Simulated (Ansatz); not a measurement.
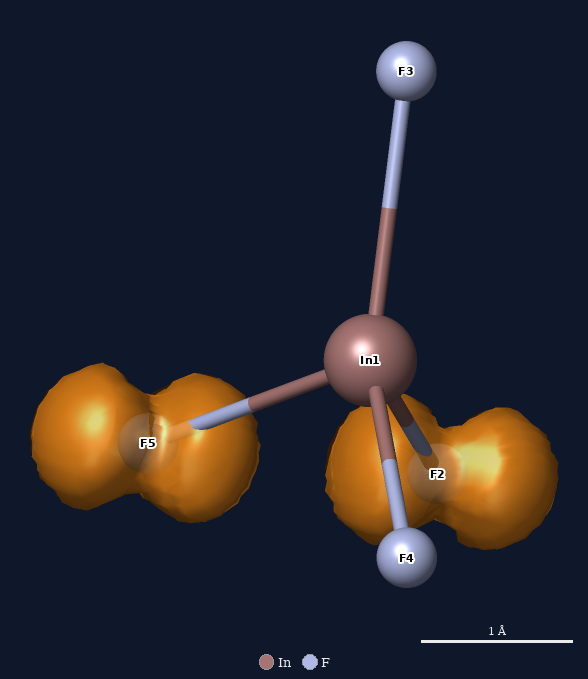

*F$_{4}$In (doublet). Isosurface of the spin density at +0.15 e/Å³ (orange), seen at an oblique angle.*

Geometry: PBE0-D4/def2-SVPD; core potentials replace the inner electrons of In.

Method: Ansatz, UKS PBE0-D4/def2-TZVPD.

```yaml
atoms:
  - { symbol: In, position_ang: [0.1565, 0.2811, -0.2261] }
  - { symbol: F, position_ang: [-0.3206, -0.5266, 1.6537] }
  - { symbol: F, position_ang: [2.0259, 0.0785, -0.6888] }
  - { symbol: F, position_ang: [-1.0242, 1.7201, -0.7602] }
  - { symbol: F, position_ang: [-0.8376, -1.5531, 0.0214] }
```

**Which atoms carry the spin?**

The unpaired spin (1 electron) lies mostly on F2 (about 0.5) and F5 (about 0.5), in electrons by Hirshfeld's partition.
